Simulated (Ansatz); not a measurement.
## Run report: AlSiH5ClF, nudged elastic band

AlSiH5ClF, computed with RKS PBE0-D4/def2-SVP (Ansatz 0.2.0).

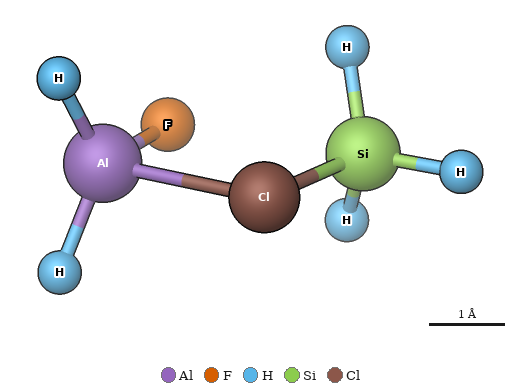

Fig. 1: The structure as given in the input (ball-and-stick view, seen at a tilt). Sticks mark near contacts. Bond lengths as drawn: Al–Cl 2.53 Å, Al–F 1.68 Å, Al–H 1.58 Å, Cl–Si 2.12 Å and H–Si 1.47 to 1.48 Å.

### Input
```yaml
crystal:
  periodic: [false, false, false]
  atoms:
    - {symbol: Al, position_ang: [-1.606505, -0.010612, -0.958091]}
    - {symbol: F, position_ang: [-0.452126, 1.209603, -0.952491]}
    - {symbol: H, position_ang: [-1.573920, -0.979265, -2.205834]}
    - {symbol: H, position_ang: [-2.878076, 0.243357, -0.055467]}
    - {symbol: Si, position_ang: [1.423294, 0.044955, 0.828140]}
    - {symbol: Cl, position_ang: [-0.178053, -1.327496, 0.656991]}
    - {symbol: H, position_ang: [2.040867, 0.191163, -0.499785]}
    - {symbol: H, position_ang: [2.326695, -0.657838, 1.766932]}
    - {symbol: H, position_ang: [0.897822, 1.285933, 1.419705]}
basis:
  gaussian: {orbitals: def2-SVP}
hamiltonian: {xc: pbe0, dispersion: d4}
neb:
  images: 5
  climbing: true
  max_iterations: 40
  initial_path: idpp
  final_atoms:
    - {symbol: Al, position_ang: [-1.552931, -0.505986, -0.719011]}
    - {symbol: F, position_ang: [-0.146267, 0.794789, -0.137394]}
    - {symbol: H, position_ang: [-1.512420, -0.257233, -2.277388]}
    - {symbol: H, position_ang: [-2.734396, -0.054909, 0.225914]}
    - {symbol: Si, position_ang: [1.328618, 0.568579, 0.604336]}
    - {symbol: Cl, position_ang: [-0.428613, -2.200225, -0.033418]}
    - {symbol: H, position_ang: [2.153142, -0.238648, -0.309255]}
    - {symbol: H, position_ang: [1.065150, -0.059215, 1.909147]}
    - {symbol: H, position_ang: [1.827716, 1.952648, 0.737171]}
```

Launched with:
```bash
ansatz run in.yaml --threads 4 --pin off --events-out ev --progress --plain --max-ram 9574MiB
```

### The program's output
```
Functional definition: PBE0
  name "PBE0"
  cite "Adamo & Barone, J. Chem. Phys. 110, 6158 (1999) doi:10.1063/1.478522"
  cite "Perdew, Burke & Ernzerhof, Phys. Rev. Lett. 77, 3865 (1996) doi:10.1103/PhysRevLett.77.3865"
  parent pbe
  parameter a = 0.25
  parameter kappa = 0.804
  parameter beta = 0.06672455060314922
  exchange = (1 - a)*pbe_x(kappa = kappa, mu = beta*pi^2/3) + a*exact_x
  correlation = pbe_c(beta = beta)
930 factors; integrals over basis functions are off by at most 4.0e-4 eV
mean field evaluation 1: about -29772.3452 eV, gradient 3.4e1 eV
mean field evaluation 2: about -29769.8698 eV, gradient 5.4e1 eV
mean field evaluation 4: about -29774.2985 eV, gradient 5.9e-1 eV
mean field evaluation 8: about -29774.3121 eV, gradient 2.5e-2 eV
mean field -29774.31208940 eV, -1094.1857875317 hartree, gradient 9.9e-6 eV, S^2 0.000000; 0 other end points of the search recorded, 0 dependent functions left out
the calculation of the forces begins
reference -29774.31212176 eV, -1094.1857887210 hartree; 29, 29 occupied and 64, 64 virtual orbitals, 930 factors
930 factors; integrals over basis functions are off by at most 5.8e-4 eV
mean field evaluation 16: about -29773.6026 eV, gradient 2.3e1 eV
mean field -29774.61515861 eV, -1094.1969251200 hartree, gradient 2.4e-5 eV, S^2 0.000000; 0 other end points of the search recorded, 0 dependent functions left out
[... from here on the field's lines of each further geometry are left out, up to the last ...]
WARN: NEB end point (image 0): max|allowed force component| = 4.068e-1 eV/Å (the criterion of neb.relax_end_points is 1.000e-2). That is over neb.f_tol: it is no minimum, so the barrier can be far off. Relax it first
WARN: NEB end point (image 6): max|allowed force component| = 7.666e-1 eV/Å (the criterion of neb.relax_end_points is 1.000e-2). That is over neb.f_tol: it is no minimum, so the barrier can be far off. Relax it first
NEB iter   1: max|band force component| = 1.441e0 eV/Å  barrier→ = 0.7277 eV  barrier← = 1.0270 eV  Δτ_max = 0.2000 Å  (165 SCF iters)
NEB iter   2: max|band force component| = 1.559e0 eV/Å  barrier→ = 0.4012 eV  barrier← = 0.7005 eV  Δτ_max = 0.0989 Å  (135 SCF iters)
NEB iter   3: max|band force component| = 3.694e-1 eV/Å  barrier→ = 0.2794 eV  barrier← = 0.5787 eV  CI = image 3  Δτ_max = 0.1190 Å  (130 SCF iters)
NEB iter   4: max|band force component| = 2.462e-1 eV/Å  barrier→ = 0.2817 eV  barrier← = 0.5810 eV  CI = image 3  Δτ_max = 0.0646 Å  (131 SCF iters)
NEB iter   5: max|band force component| = 2.260e-1 eV/Å  barrier→ = 0.2708 eV  barrier← = 0.5701 eV  CI = image 3  Δτ_max = 0.1329 Å  (132 SCF iters)
NEB iter   6: max|band force component| = 1.037e-1 eV/Å  barrier→ = 0.2531 eV  barrier← = 0.5524 eV  CI = image 3  Δτ_max = 0.0591 Å  (123 SCF iters)
NEB iter   7: max|band force component| = 1.170e-1 eV/Å  barrier→ = 0.2506 eV  barrier← = 0.5499 eV  CI = image 3  Δτ_max = 0.0297 Å  (130 SCF iters)
NEB iter   8: max|band force component| = 5.780e-2 eV/Å  barrier→ = 0.2497 eV  barrier← = 0.5490 eV  CI = image 3  Δτ_max = 0.0481 Å  (123 SCF iters)
NEB iter   9: max|band force component| = 1.010e-1 eV/Å  barrier→ = 0.2493 eV  barrier← = 0.5486 eV  CI = image 3  Δτ_max = 0.0135 Å  (124 SCF iters)
the calculation of the forces begins
reference -29774.61712901 eV, -1094.1969975308 hartree; 29, 29 occupied and 64, 64 virtual orbitals, 930 factors
these checks for a lower state are left out or cut short: stability, starts, cluster_reference, orbital_swaps, neighbouring_geometries, increment
930 factors; integrals over basis functions are off by at most 5.6e-4 eV
mean field -29774.62110478 eV, -1094.1971436377 hartree, gradient 3.3e-6 eV, S^2 0.000000; 0 other end points of the search recorded, 0 dependent functions left out
the calculation of the forces begins
reference -29774.62113607 eV, -1094.1971447874 hartree; 29, 29 occupied and 64, 64 virtual orbitals, 930 factors
NEB iter  10: max|band force component| = 2.853e-2 eV/Å  barrier→ = 0.2487 eV  barrier← = 0.5480 eV  CI = image 3  CI's point: of a kind that is not told: the force calls were inconclusive, a negative curvature could not be distinguished from the path's own, the only one lies far off the path, or fixed occupations may fill a level only in part  Δτ_max = 0.0000 Å  (787 SCF iters)
```

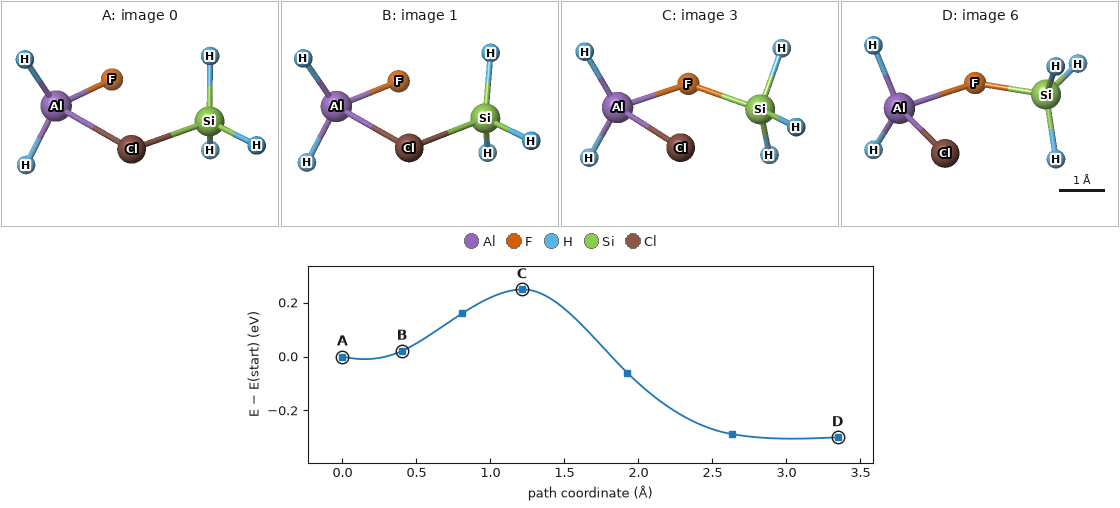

Fig. 2: Images of the last band (counted from 0; ball-and-stick, seen at a tilt) above the energy along the path; the line is a cubic interpolation that uses the forces. The highest image is number 3, 0.249 eV above the start and 0.548 eV above the end (the climbing image); the end lies 0.299 eV below the start. The path is 3.35 Å long. The band converged in 10 iterations. The end points carry forces over 0.1 eV/Å, so they aren't fully relaxed minima and the barriers are approximate.

```
Total energy: -29774.23790510 eV, -1094.1830613090 hartree
Atom 0 at    -1.572660    -0.449518    -0.697890 Å, force    -0.004227     0.019149    -0.011957 eV/Å
Atom 1 at    -0.320554     0.853190    -0.412745 Å, force    -0.018948     0.004540     0.010814 eV/Å
Atom 2 at    -1.493326    -0.939326    -2.197014 Å, force     0.002850     0.003184     0.002742 eV/Å
Atom 3 at    -2.880885    -0.094948     0.112520 Å, force     0.002773    -0.004596    -0.004027 eV/Å
Atom 4 at     1.253973     0.432783     0.543965 Å, force     0.003068    -0.020186    -0.025330 eV/Å
Atom 5 at    -0.115329    -1.611676     0.605636 Å, force     0.020957     0.000446     0.017014 eV/Å
Atom 6 at     2.049088     0.361223    -0.705060 Å, force     0.000221    -0.002975    -0.003780 eV/Å
Atom 7 at     1.991451    -0.330733     1.593183 Å, force     0.001250    -0.011128     0.016212 eV/Å
Atom 8 at     1.088239     1.778805     1.157505 Å, force    -0.007944     0.011566    -0.001688 eV/Å
Dipole moment:     0.213871     0.134018     0.054656 e Å
```

### The last band as extended XYZ (Å, eV, eV/Å)
```
9
Properties=species:S:1:pos:R:3:forces:R:3 image=0 energy=-29774.48661
Al   -1.6065   -0.0106   -0.9581   -0.4068  -0.3196  -0.0641
F    -0.4521    1.2096   -0.9525    0.3880   0.3142   0.0556
H    -1.5739   -0.9793   -2.2058    0.0127  -0.0300  -0.0510
H    -2.8781    0.2434   -0.0555   -0.0415   0.0209   0.0387
Si    1.4233    0.0450    0.8281    0.1338   0.1589  -0.0103
Cl   -0.1781   -1.3275    0.6570   -0.2079  -0.2307   0.0078
H     2.0409    0.1912   -0.4998    0.0778   0.0138  -0.1280
H     2.3267   -0.6578    1.7669    0.0842  -0.0545   0.0812
H     0.8978    1.2859    1.4197   -0.0403   0.1269   0.0701
9
Properties=species:S:1:pos:R:3:forces:R:3 image=1 energy=-29774.46541
Al   -1.6029   -0.1355   -0.8734    0.0032   0.0707  -0.0234
F    -0.3885    1.0713   -0.7255   -0.0797   0.0724  -0.1146
H    -1.5248   -0.9445   -2.2296   -0.0168  -0.0441   0.0082
H    -2.9017    0.1139   -0.0058   -0.0119  -0.0016  -0.0139
Si    1.3716    0.1588    0.7258    0.0399  -0.0681   0.0449
Cl   -0.1591   -1.3802    0.6884    0.0350   0.0546   0.0401
H     2.0262    0.2100   -0.6001   -0.0189   0.0046   0.0144
H     2.2634   -0.5277    1.6980    0.1081  -0.0112   0.0210
H     0.9158    1.4337    1.3222   -0.0588  -0.0774   0.0233
9
Properties=species:S:1:pos:R:3:forces:R:3 image=2 energy=-29774.32688
Al   -1.5851   -0.2855   -0.7819   -0.0033   0.1072  -0.0496
F    -0.3395    0.9401   -0.5599   -0.0711   0.0599  -0.1243
H    -1.5050   -0.9350   -2.2187   -0.0111  -0.0546   0.0079
H    -2.8914    0.0056    0.0568   -0.0085  -0.0070  -0.0046
Si    1.2926    0.2870    0.6233    0.0356  -0.0936   0.0454
Cl   -0.1263   -1.4689    0.6593    0.0551   0.1224   0.0646
H     2.0354    0.2786   -0.6589   -0.0330  -0.0119   0.0066
H     2.1285   -0.4237    1.6344    0.1497  -0.0095   0.0094
H     0.9908    1.6017    1.2458   -0.1133  -0.1129   0.0447
9
Properties=species:S:1:pos:R:3:forces:R:3 image=3 energy=-29774.23787
Al   -1.5727   -0.4495   -0.6979   -0.0042   0.0191  -0.0120
F    -0.3206    0.8532   -0.4127   -0.0189   0.0045   0.0108
H    -1.4933   -0.9393   -2.1970    0.0029   0.0032   0.0027
H    -2.8809   -0.0949    0.1125    0.0028  -0.0046  -0.0040
Si    1.2540    0.4328    0.5440    0.0031  -0.0202  -0.0253
Cl   -0.1153   -1.6117    0.6056    0.0210   0.0004   0.0170
H     2.0491    0.3612   -0.7051    0.0002  -0.0030  -0.0038
H     1.9915   -0.3307    1.5932    0.0013  -0.0111   0.0162
H     1.0882    1.7788    1.1575   -0.0079   0.0116  -0.0017
9
Properties=species:S:1:pos:R:3:forces:R:3 image=4 energy=-29774.54635
Al   -1.5551   -0.6730   -0.5977    0.0148  -0.1405   0.0520
F    -0.2909    0.7521   -0.2182    0.0484  -0.0859   0.1835
H    -1.4807   -0.9112   -2.1616    0.0203   0.0832   0.0059
H    -2.8512   -0.1984    0.1771    0.0221   0.0002   0.0058
Si    1.2984    0.6874    0.4643    0.0427   0.1726  -0.0620
Cl   -0.1994   -1.9588    0.5235   -0.1334  -0.2980  -0.0687
H     2.1083    0.5023   -0.7587    0.0750   0.0588  -0.0201
H     1.7160   -0.2482    1.5324   -0.2785  -0.0065  -0.0158
H     1.2545    2.0476    1.0391    0.1884   0.2161  -0.0807
9
Properties=species:S:1:pos:R:3:forces:R:3 image=5 energy=-29774.77453
Al   -1.5144   -0.7994   -0.5488    0.0108   0.0011   0.0006
F    -0.3362    0.7275   -0.0809   -0.0040  -0.0035   0.0272
H    -1.4852   -0.7487   -2.1318    0.0007   0.0293   0.0003
H    -2.7834   -0.4455    0.3287    0.0062  -0.0244   0.0144
Si    1.2803    0.8201    0.4448   -0.0031   0.0077  -0.0031
Cl   -0.1143   -2.2039    0.3082   -0.0005  -0.0343  -0.0320
H     2.0954    0.4229   -0.7254    0.0016  -0.0256   0.0097
H     1.4551   -0.0347    1.6358   -0.0421   0.0224   0.0209
H     1.4028    2.2614    0.7695    0.0304   0.0272  -0.0380
9
Properties=species:S:1:pos:R:3:forces:R:3 image=6 energy=-29774.78590
Al   -1.4572   -0.8831   -0.5304   -0.1219   0.1095  -0.0445
F    -0.3454    0.7325   -0.1270   -0.7666  -0.1377  -0.2792
H    -1.6484   -0.6888   -2.0853   -0.0083  -0.0009  -0.0656
H    -2.6010   -0.6887    0.5402   -0.0478  -0.0011   0.0449
Si    1.2132    0.8869    0.4418    0.6526   0.0576   0.2374
Cl    0.1063   -2.2390    0.0367    0.1449  -0.0485   0.0530
H     2.1007    0.2637   -0.5532    0.0985  -0.0530  -0.0983
H     1.2516    0.2627    1.7741    0.0118  -0.0532   0.1388
H     1.3801    2.3535    0.5033    0.0369   0.1274   0.0135
```

### Results in brief

- outcome: converged
- barrier, forward: 0.249 eV
- barrier, backward: 0.548 eV
- dipole moment (one image of the band): 1.24 D
- hardware: 4 threads of Arm Neoverse V1, 23 GiB of memory available, shared host
- wall time: 96 s (CPU time 5.9 min)
- peak memory: 0.5 GiB
